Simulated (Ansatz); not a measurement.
# S2Sn: what the fields show

Input file:

```
crystal:
  periodic: [false, false, false]
  atoms:
    - {symbol: S, position_ang: [-0.135647, 0.013766, 1.042678]}
    - {symbol: S, position_ang: [-1.074727, 0.511233, -0.843251]}
    - {symbol: Sn, position_ang: [0.580324, -1.233169, -0.885106]}
basis:
  gaussian: {orbitals: def2-TZVPD}
hamiltonian: {xc: pbe0}
output: {forces: true, orbitals: {seedname: orbitals}}
```

Run with:

```sh
ansatz run input.yaml --threads 2 --pin off --max-ram 4350MiB --events-out events.jsonl --progress --plain --runs-dir runs
```

Geometry: r2SCAN-D4/def2-TZVP; core potentials replace the inner electrons of Sn.

Method: isolated molecule in a Gaussian basis; Kohn-Sham density functional theory, functional PBE0 (Ansatz).

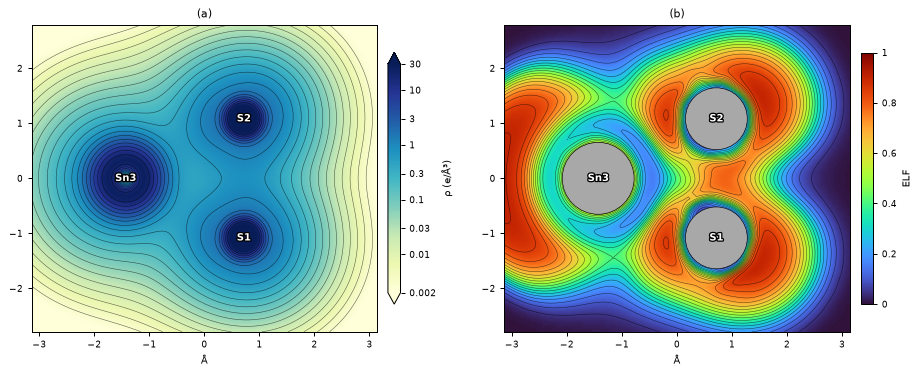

Figure 1. (a) electron density; (b) ELF on the molecular plane. Grey discs cover the atomic cores in the ELF map.

Read the bonding off the picture.

Answer.
- The plane passes through S and Sn nuclei.
- S–S (2.16 Å): ρ is about 0.81 e/Å³ halfway; the ELF peaks at about 0.75 between the atoms: a covalent bond.
- Sn–S (2.40 Å): the density is about 0.55 e/Å³ at the midpoint; the ELF peaks at about 0.75 in the valence shell of S, 0.9 Å from its nucleus, and drops to about 0.20 between the two atoms.
- The ELF also peaks beside S1 and S2, away from the bonds: lone-pair regions.

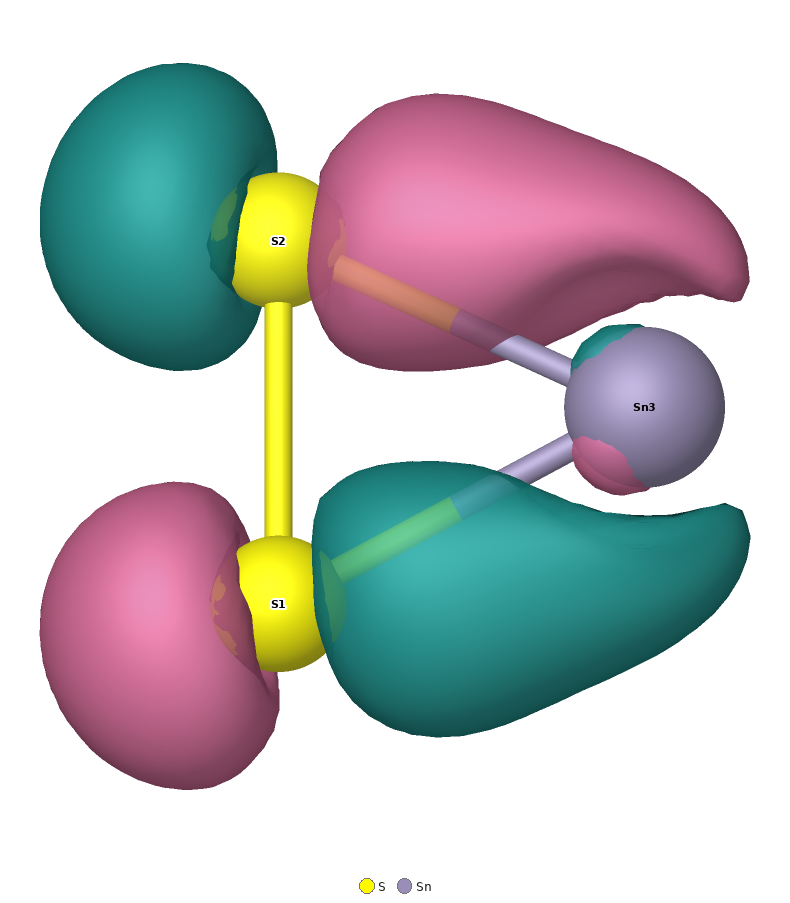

Figure 2. The HOMO−1 at ±0.15 Å⁻³ᐟ² (teal and pink are the two phases), seen at a tilt.

What is the character of this orbital?

Answer. Its weight (Hirshfeld) is mainly on S1 (about 35 %), S2 (about 35 %) and Sn3 (about 30 %); it is symmetric in the molecular plane (an in-plane orbital: σ, lone-pair or in-plane π type). Its energy is −7.57 eV.
